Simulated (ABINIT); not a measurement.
# AlN (P6_3mc): G0W0 with ABINIT, start to end, part 2 of 3

How does a plane-wave GW calculation on AlN (P6_3mc) run from the first input to the gap?

ABINIT 10.8.3; PBE and many-body steps on it, plane waves. Known limits of the many-body steps: not at the basis limit; coarse k mesh.

So far. Step 2 (Ground state): The gap is direct, at Γ.

The database entry behind the starting cell differs from later determinations by our own check (inner coordinate u about 0.002 short), so it need not match the best structure at ambient conditions.

## Step 3: Bands along the symmetry lines

Level of this step: DFT, PBE, plane waves, norm-conserving pseudopotentials (ABINIT).

Levels along a band path, at the cheap level, show where the edges lie and whether the meshes to come will hold them.

Contents of run.abi:

```
acell 3*1.0 Angstrom
rprim 
  3.113000000011 -0.000000000003 0.000000000000
  -1.556500000003 2.695937081992 0.000000000000
  0.000000000000 0.000000000000 4.981000000000
ntypat 2
znucl 13 7
natom 4
typat 1 1 2 2
xred 
  0.333333333333 0.666666666667 0.000000000000
  0.666666666667 0.333333333333 0.500000000000
  0.333333333333 0.666666666667 0.380000000000
  0.666666666667 0.333333333333 0.880000000000
pp_dirpath "pseudos"
pseudos "Al.upf, N.upf"
ecut 36
iscf -2
irdden 1
kptopt 0
nkpt 75
kpt 
  0.00000000 0.00000000 0.00000000
  0.06250000 0.00000000 0.00000000
  0.12500000 0.00000000 0.00000000
  0.18750000 0.00000000 0.00000000
  0.25000000 0.00000000 0.00000000
  0.31250000 0.00000000 0.00000000
  0.37500000 0.00000000 0.00000000
  0.43750000 0.00000000 0.00000000
  0.50000000 0.00000000 0.00000000
  0.47916667 0.04166667 0.00000000
  0.45833333 0.08333333 0.00000000
  0.43750000 0.12500000 0.00000000
  0.41666666 0.16666666 0.00000000
  0.39583333 0.20833333 0.00000000
  0.37500000 0.25000000 0.00000000
  0.35416666 0.29166666 0.00000000
  0.33333333 0.33333333 0.00000000
  0.29166666 0.29166666 0.00000000
  0.25000000 0.25000000 0.00000000
  0.20833333 0.20833333 0.00000000
  0.16666666 0.16666666 0.00000000
  0.12500000 0.12500000 0.00000000
  0.08333333 0.08333333 0.00000000
  0.04166667 0.04166667 0.00000000
  0.00000000 0.00000000 0.00000000
  0.00000000 0.00000000 0.06250000
  0.00000000 0.00000000 0.12500000
  0.00000000 0.00000000 0.18750000
  0.00000000 0.00000000 0.25000000
  0.00000000 0.00000000 0.31250000
  0.00000000 0.00000000 0.37500000
  0.00000000 0.00000000 0.43750000
  0.00000000 0.00000000 0.50000000
  0.06250000 0.00000000 0.50000000
  0.12500000 0.00000000 0.50000000
  0.18750000 0.00000000 0.50000000
  0.25000000 0.00000000 0.50000000
  0.31250000 0.00000000 0.50000000
  0.37500000 0.00000000 0.50000000
  0.43750000 0.00000000 0.50000000
  0.50000000 0.00000000 0.50000000
  0.47916667 0.04166667 0.50000000
  0.45833333 0.08333333 0.50000000
  0.43750000 0.12500000 0.50000000
  0.41666666 0.16666666 0.50000000
  0.39583333 0.20833333 0.50000000
  0.37500000 0.25000000 0.50000000
  0.35416666 0.29166666 0.50000000
  0.33333333 0.33333333 0.50000000
  0.29166666 0.29166666 0.50000000
  0.25000000 0.25000000 0.50000000
  0.20833333 0.20833333 0.50000000
  0.16666666 0.16666666 0.50000000
  0.12500000 0.12500000 0.50000000
  0.08333333 0.08333333 0.50000000
  0.04166667 0.04166667 0.50000000
  0.00000000 0.00000000 0.50000000
  0.50000000 0.00000000 0.50000000
  0.50000000 0.00000000 0.43750000
  0.50000000 0.00000000 0.37500000
  0.50000000 0.00000000 0.31250000
  0.50000000 0.00000000 0.25000000
  0.50000000 0.00000000 0.18750000
  0.50000000 0.00000000 0.12500000
  0.50000000 0.00000000 0.06250000
  0.50000000 0.00000000 0.00000000
  0.33333333 0.33333333 0.50000000
  0.33333333 0.33333333 0.43750000
  0.33333333 0.33333333 0.37500000
  0.33333333 0.33333333 0.31250000
  0.33333333 0.33333333 0.25000000
  0.33333333 0.33333333 0.18750000
  0.33333333 0.33333333 0.12500000
  0.33333333 0.33333333 0.06250000
  0.33333333 0.33333333 0.00000000
istwfk *1
nband 15
nbdbuf 2
tolwfr 1e-08
nstep 40
prtwf 0
prtvol 0
indata_prefix "in"
outdata_prefix "out"
tmpdata_prefix "tmp"
```

Launch:

```console
OMP_NUM_THREADS=1 mpirun -n 8 abinit run.abi > log
```

Numbers of over 12 decimals in the logs are rounded to 6 here.

Output:

```text
.Version 10.8.3 of ABINIT. v10.8.2 released Aug 2026.

 Symmetries : space group P6_3 m c (#186); Bravais hP (primitive hexag.)
[... echo of the input left out ...]
== DATASET  1 ==================================================================
-   mpi_nproc: 8, omp_nthreads: 1 (-1 if OMP is not activated)

--- !DatasetInfo
iteration_state: {dtset: 1, }
dimensions: {natom: 4, nkpt: 75, mband: 15, nsppol: 1, nspinor: 1, nspden: 1, mpw: 2937, }
cutoff_energies: {ecut:  36.0, pawecutdg:  -1.0, }
electrons: {nelect:   1.60000000E+01, charge:   0.00000000E+00, occopt:   1.00000000E+00, tsmear:   1.00000000E-02, }

 Real(R)+Recip(G) space primitive vectors, cartesian coordinates (Bohr,Bohr^-1):
 R(1)=  5.8827174  0.0000000  0.0000000  G(1)=  0.1699895  0.0981435  0.0000000
 R(2)= -2.9413587  5.0945827  0.0000000  G(2)=  0.0000000  0.1962869  0.0000000
 R(3)=  0.0000000  0.0000000  9.4127258  G(3)=  0.0000000  0.0000000  0.1062392
 Unit cell volume ucvol=  2.8209931E+02 bohr^3
 Angles (23,13,12)=  9.00000000E+01  9.00000000E+01  1.20000000E+02 degrees

 getcut: wavevector=  0.0000  0.0000  0.0000  ngfft=  32  32  54
         ecut(hartree)=     36.000   => boxcut(ratio)=   2.01398

--- Pseudopotential description ------------------------------------------------
- Al Generated using ONCVPSP code by D. R. Hamann
- 13.00000   3.00000  171031                  znucl, zion, pspdat
12 -101130 2 -1 1876                          pspcod,pspxc,lmax,lloc,mmax
     nproj     2     2     2
  pspatm : epsatm=    4.08140545
         --- l  ekb(1:nproj) -->
             0    5.126667    0.728291
             1    7.287548    0.832437
             2   -2.770497   -0.637722
 pspatm: atomic psp has been read  and splines computed

- N Generated using ONCVPSP code by D. R. Hamann
-  7.00000   5.00000  171031                  znucl, zion, pspdat
12 -101130 1 -1 1058                          pspcod,pspxc,lmax,lloc,mmax
     nproj     2     2     0
  pspatm : epsatm=    5.20977870
         --- l  ekb(1:nproj) -->
[...]
pspatm: atomic psp has been read  and splines computed

--------------------------------------------------------------------------------

================================================================================
 prteigrs : about to open file out_EIG
 Non-SCF case, kpt    1 (  0.00000  0.00000  0.00000), residuals and eigenvalues=
  1.35E-09  4.38E-09  3.93E-09  2.05E-09  5.49E-09  1.86E-09  4.78E-09  7.86E-09
  2.98E-09  4.96E-09  7.19E-09  9.62E-09  7.48E-09  1.71E-07  1.65E-08
 -3.6127E-01 -2.8223E-01 -2.4254E-02  1.6476E-01  1.6476E-01  1.8869E-01
  1.8869E-01  1.9530E-01  3.5040E-01  4.4063E-01  5.8456E-01  6.0656E-01
[...]
Non-SCF case, kpt    2 (  0.06250  0.00000  0.00000), residuals and eigenvalues=
  8.26E-09  8.40E-09  3.03E-09  4.39E-09  2.18E-09  4.03E-09  2.76E-09  8.04E-09
[...]
Non-SCF case, kpt   74 (  0.33333  0.33333  0.06250), residuals and eigenvalues=
[...]
Non-SCF case, kpt   75 (  0.33333  0.33333  0.00000), residuals and eigenvalues=
[...]
-2.6958E-01 -2.6958E-01  1.9329E-02  5.7384E-02  5.7384E-02  1.0651E-01
  1.0816E-01  1.0816E-01  3.8180E-01  5.0314E-01  5.5167E-01  5.5167E-01
[...]
--- !ResultsGS
iteration_state: {dtset: 1, }
comment   : Summary of ground state results
lattice_vectors:
- [  5.8827174,  -0.0000000,   0.0000000, ]
- [ -2.9413587,   5.0945827,   0.0000000, ]
- [  0.0000000,   0.0000000,   9.4127258, ]
lattice_lengths: [   5.88272,    5.88272,    9.41273, ]
lattice_angles: [ 90.000,  90.000, 120.000, ] # degrees, (23, 13, 12)
lattice_volume:   2.8209931E+02
convergence: {deltae:  0.000E+00, res2:  0.000E+00, residm:  9.988E-09, diffor:  0.000E+00, }
etotal    :  -2.55880884E+01
entropy   :   0.00000000E+00
fermie    :   1.95302428E-01
cartesian_stress_tensor: null
pressure_GPa: null
xred      :
- [  3.3333E-01,   6.6667E-01,   1.1102E-16, Al]
- [  6.6667E-01,   3.3333E-01,   5.0000E-01, Al]
- [  3.3333E-01,   6.6667E-01,   3.8000E-01,  N]
- [  6.6667E-01,   3.3333E-01,   8.8000E-01,  N]
cartesian_forces: null
force_length_stats: {min: null, max: null, mean: null, }

 Integrated electronic density in atomic spheres:
 ------------------------------------------------
 Atom  Sphere_radius  Integrated_density
[...]
================================================================================

 ----iterations are completed or convergence reached----

 Mean square residual over all n,k,spin=   48.190E-10; max=  99.876E-10
 reduced coordinates (array xred) for    4 atoms
[...]
0.333333333333      0.666666666667      0.380000000000
       0.666666666667      0.333333333333      0.880000000000

 cartesian coordinates (angstrom) at end:
    1      1.67e-12     1.797291     0.000000
    2      1.556500     0.898646     2.490500
    3      1.67e-12     1.797291     1.892780
    4      1.556500     0.898646     4.383280
 length scales=  1.889726125908  1.889726125908  1.889726125908 bohr
              =  1.000000000000  1.000000000000  1.000000000000 angstroms
 prteigrs : about to open file out_EIG
 Eigenvalues (hartree) for nkpt=  75  k points:
 kpt#   1, nband= 15, wtk=  1.00000, kpt=  0.0000  0.0000  0.0000 (reduced coord)
[...]
kpt#   2, nband= 15, wtk=  1.00000, kpt=  0.0625  0.0000  0.0000 (reduced coord)
[...]
kpt#   3, nband= 15, wtk=  1.00000, kpt=  0.1250  0.0000  0.0000 (reduced coord)
[...]
kpt#  74, nband= 15, wtk=  1.00000, kpt=  0.3333  0.3333  0.0625 (reduced coord)
  -0.26951   -0.26951    0.01992    0.05462    0.05462    0.10520    0.11158    0.11158
   0.38397    0.50288    0.54836    0.54836    0.62090    0.62090    0.67785
 kpt#  75, nband= 15, wtk=  1.00000, kpt=  0.3333  0.3333  0.0000 (reduced coord)
  -0.26958   -0.26958    0.01933    0.05738    0.05738    0.10651    0.10816    0.10816
   0.38180    0.50314    0.55167    0.55167    0.61993    0.61993    0.67792

== END DATASET(S) ==============================================================
================================================================================

 -outvars: echo values of variables after computation  --------
            nband          15
             nkpt          75
          spgroup         186
 [... the other variables as echoed above ...]

 Calculation completed.
```

Wall time 4.8 s (8 MPI ranks of AMD EPYC 9R45, shared host); peak memory 0.58 GiB.

This step gave:

```
gap                        : 4.220 eV
k of the valence top       : 0, 0, 0
k of the conduction bottom : 0, 0, 0
least direct gap           : 4.220 eV
```

The gap is 4.220 eV, as in the run before at this level.

The electronic bands at the labelled points (eV, zero at the top of the highest filled band; v1 is the highest filled band, c1 the lowest empty one):

```
    point     v4     v3     v2     v1    c1    c2     c3     c4
        Γ  -0.83  -0.18  -0.18   0.00  4.22  6.68  10.59  11.19
        M  -3.33  -2.06  -1.77  -0.66  5.83  5.84   8.21  10.30
        K  -3.75  -2.42  -2.37  -2.37  5.07  8.38   9.70   9.70
        Γ  -0.83  -0.18  -0.18   0.00  4.22  6.68  10.59  11.19
        A  -0.51  -0.51  -0.51  -0.51  6.47  6.47  10.35  10.35
        L  -1.44  -1.44  -1.35  -1.35  5.34  5.34   9.32   9.32
        H  -3.83  -3.83  -0.78  -0.78  7.44  7.44   7.88   7.88
        A  -0.51  -0.51  -0.51  -0.51  6.47  6.47  10.35  10.35
jump to L  -1.44  -1.44  -1.35  -1.35  5.34  5.34   9.32   9.32
        M  -3.33  -2.06  -1.77  -0.66  5.83  5.84   8.21  10.30
jump to H  -3.83  -3.83  -0.78  -0.78  7.44  7.44   7.88   7.88
        K  -3.75  -2.42  -2.37  -2.37  5.07  8.38   9.70   9.70
```

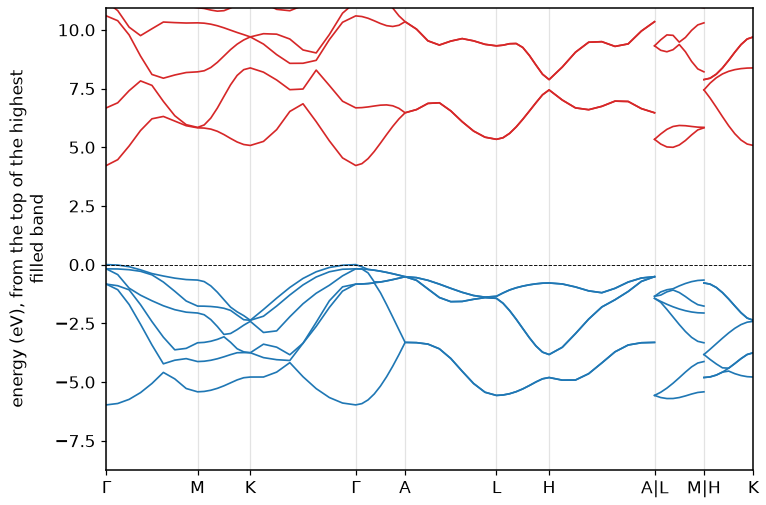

Electronic bands along the path; lines of filled and empty bands in two colours.

## Step 4: Empty states on the mesh, 3×3×4 mesh, 83 bands

The sums over transitions need many empty states on a uniform mesh; this step solves for them.

Contents of run.abi:

```
acell 3*1.0 Angstrom
rprim 
  3.113000000011 -0.000000000003 0.000000000000
  -1.556500000003 2.695937081992 0.000000000000
  0.000000000000 0.000000000000 4.981000000000
ntypat 2
znucl 13 7
natom 4
typat 1 1 2 2
xred 
  0.333333333333 0.666666666667 0.000000000000
  0.666666666667 0.333333333333 0.500000000000
  0.333333333333 0.666666666667 0.380000000000
  0.666666666667 0.333333333333 0.880000000000
pp_dirpath "pseudos"
pseudos "Al.upf, N.upf"
ecut 36
ngkpt 3 3 4
nshiftk 1
shiftk 0 0 0
kptopt 1
chksymbreak 0
irdden 1
istwfk *1
nband 83
prtvol 0
optdriver 6
gwr_task "HDIAGO"
paral_kgb 0
occopt 1
indata_prefix "in"
outdata_prefix "out"
tmpdata_prefix "tmp"
```

Output:

```text
[banner, memory and clock lines left out]
.Version 10.8.3 of ABINIT. v10.8.2 released Aug 2026.

 Symmetries : space group P6_3 m c (#186); Bravais hP (primitive hexag.)
[... echo of the input left out ...]
== DATASET  1 ==================================================================
-   mpi_nproc: 8, omp_nthreads: 1 (-1 if OMP is not activated)

--- !DatasetInfo
iteration_state: {dtset: 1, }
dimensions: {natom: 4, nkpt: 9, mband: 83, nsppol: 1, nspinor: 1, nspden: 1, mpw: 2934, }
cutoff_energies: {ecut:  36.0, pawecutdg:  -1.0, }
electrons: {nelect:   1.60000000E+01, charge:   0.00000000E+00, occopt:   1.00000000E+00, tsmear:   1.00000000E-02, }

.Using double precision arithmetic; gwpc =  8

- Reading GS density from: in_DEN

--- Pseudopotential description ------------------------------------------------
- Al Generated using ONCVPSP code by D. R. Hamann
- 13.00000   3.00000  171031                  znucl, zion, pspdat
12 -101130 2 -1 1876                          pspcod,pspxc,lmax,lloc,mmax
     nproj     2     2     2
  pspatm : epsatm=    4.08140545
         --- l  ekb(1:nproj) -->
             0    5.126667    0.728291
             1    7.287548    0.832437
             2   -2.770497   -0.637722
 pspatm: atomic psp has been read  and splines computed

- N Generated using ONCVPSP code by D. R. Hamann
-  7.00000   5.00000  171031                  znucl, zion, pspdat
12 -101130 1 -1 1058                          pspcod,pspxc,lmax,lloc,mmax
     nproj     2     2     0
  pspatm : epsatm=    5.20977870
         --- l  ekb(1:nproj) -->
             0    7.494509    0.636305
             1   -4.293905   -1.006988
 pspatm: atomic psp has been read  and splines computed

   2.97317893E+02                                ecore*ucvol(ha*bohr**3)

 Total charge density [el/Bohr^3]
)     Maximum=    5.3940E-01  at reduced coord.    0.7813    0.4063    0.8889
)     Minimum=    1.6705E-03  at reduced coord.    0.3125    0.6563    0.0000
   Integrated=    1.6000E+01

 === KS gaps after direct diagonalization ===
 Direct band gap semiconductor
 Fundamental gap:     4.220 (eV)
   VBM:     5.314 (eV) at k: [ 0.0000E+00,  0.0000E+00,  0.0000E+00]
   CBM:     9.535 (eV) at k: [ 0.0000E+00,  0.0000E+00,  0.0000E+00]
 Direct gap:         4.220 (eV) at k: [ 0.0000E+00,  0.0000E+00,  0.0000E+00]

== END DATASET(S) ==============================================================

 -outvars: echo values of variables after computation  --------
           etotal      0.0000000000E+00
            nband          83
             nkpt           9
          spgroup         186
 [... the other variables as echoed above ...]

 Calculation completed.
```

Run time: 15 s. Hardware: 8 MPI ranks; peak memory 4.1 GiB; 2 min of CPU time.

This step gave:

| Property | Result |
| --- | --- |
| gap | 4.220 eV |
| k of the valence top | 0, 0, 0 |
| k of the conduction bottom | 0, 0, 0 |
| least direct gap | 4.220 eV |
| k points computed | 9 |
| lowest point of the top converged band, above the valence top | 68.3986 eV |

On this mesh the gap is 4.220 eV.

## Step 5: Screening, 3×3×4 mesh, 75 bands, screening to 136.1 eV

The RPA dielectric matrix is built and inverted for each q.

This step: RPA screening on PBE, plane waves, norm-conserving pseudopotentials.

run.abi, as its differences from that of step 4:

```diff
@@ -22,10 +22,11 @@
 chksymbreak 0
-irdden 1
 istwfk *1
-nband 83
-prtvol 0
-optdriver 6
-gwr_task "HDIAGO"
-paral_kgb 0
 occopt 1
+irdwfk 1
+optdriver 3
+nband 75
+ecuteps 5
+inclvkb 2
+awtr 1
+symchi 1
 indata_prefix "in"
```

Output:

```text
.Version 10.8.3 of ABINIT. v10.8.2 released Aug 2026.

 Symmetries : space group P6_3 m c (#186); Bravais hP (primitive hexag.)
[... echo of the input left out ...]
== DATASET  1 ==================================================================
-   mpi_nproc: 8, omp_nthreads: 1 (-1 if OMP is not activated)

--- !DatasetInfo
iteration_state: {dtset: 1, }
dimensions: {natom: 4, nkpt: 9, mband: 75, nsppol: 1, nspinor: 1, nspden: 1, mpw: 2934, }
cutoff_energies: {ecut:  36.0, pawecutdg:  -1.0, }
electrons: {nelect:   1.60000000E+01, charge:   0.00000000E+00, occopt:   1.00000000E+00, tsmear:   1.00000000E-02, }

 SCREENING: Calculation of the susceptibility and dielectric matrices

 Based on a program developped by R.W. Godby, V. Olevano, G. Onida, and L. Reining.
 Incorporated in ABINIT by V. Olevano, G.-M. Rignanese, and M. Torrent.
.Using double precision arithmetic ; gwpc =  8

[... cell and pseudopotentials left out ...]
--------------------------------------------------------------------------------

 ==== K-mesh for the wavefunctions ====
 Number of points in the irreducible wedge :     9
[... list of points left out ...]
 Together with 12 symmetry operations and time-reversal symmetry
 yields    36 points in the full Brillouin Zone.

 ==== Q-mesh for the screening function ====
 Number of points in the irreducible wedge :     9
[... list of points left out ...]
 Together with 12 symmetry operations and time-reversal symmetry
 yields    36 points in the full Brillouin Zone.

 setmesh: FFT mesh size selected  =    20x   20x   36
          total number of points  =        14400

 vcoul_init : cutoff-mode = AUXILIARY_FUNCTION
 q-points for optical limit:   1
     1)      0.000010    0.000020    0.000030

- screening: taking advantage of time-reversal symmetry
- Maximum band index for partially occupied states nbvw = 8
- Remaining bands to be divided among processors   nbcw = 67
- Number of bands treated by each node ~8

 Number of electrons calculated from density =   16.0000; Expected =   16.0000
 average of density, n =  0.056718
 r_s =    1.6146
 omega_plasma =   22.9728 [eV]

 calculating chi0 at frequencies [eV] :
  1    0.000000E+00    0.000000E+00
  2    0.000000E+00    2.297283E+01

--------------------------------------------------------------------------------
  q-point number  1        q = ( 0.000000, 0.000000, 0.000000) [r.l.u.]
--------------------------------------------------------------------------------
[... chi0 elements left out ...]
 For q-point:  0.000010 0.000020 0.000030
  dielectric constant =   4.8972
  dielectric constant without local fields =   5.3606

  Average fulfillment of the sum rule on Im[epsilon] for q-point    1 :     73.00  [%]
[... wings left out ...]
  q-point number  2        q = ( 0.333333, 0.000000, 0.000000) [r.l.u.]
--------------------------------------------------------------------------------
[... chi0 elements left out ...]
  Average fulfillment of the sum rule on Im[epsilon] for q-point    2 :     78.77  [%]

 [... 7 further q-points ...]
```

Wall time 3.2 s (8 MPI ranks); peak memory 0.96 GiB.

Numbers from this step:

| Property | Result |
| --- | --- |
| ε∞ with local fields, on this mesh, along the program's q direction | 4.897 |
| the same without local fields | 5.361 |
| plasma frequency | 22.97 eV |
| plane waves in the screening matrix | 135 |

Local fields lower ε∞ by 9 %. On a Γ-centred mesh this coarse the value itself is usually too large, while a short band sum pulls it down.

[end of part 2 of 3]

[Paths, hosts, dates, memory and timing lines, banners, echoed tables and standing remarks are left out of the program output.]

[Logs are printed without paths, hosts, clocks, repeated set-up lines and the standing remarks that a program may print on its own settings, such as how far it seeks lower states.]

[Runs of the session that timed out or met a known fault of the program may be left out.]

[Hosts, paths, dates, database ids (printed as entryN), source tags and the programs' standing remarks are cut or masked in the printed files.]

[G0W0 gaps are taken among the corrected bands and points alone; a level outside them can change the order at an edge.]

[Where Ansatz stands beside ABINIT at settings called matched, ABINIT's density can come from a denser mesh and the files from another edition; pairs whose starting gaps differed by over 0.03 eV were left out, so agreement reads better than it is.]
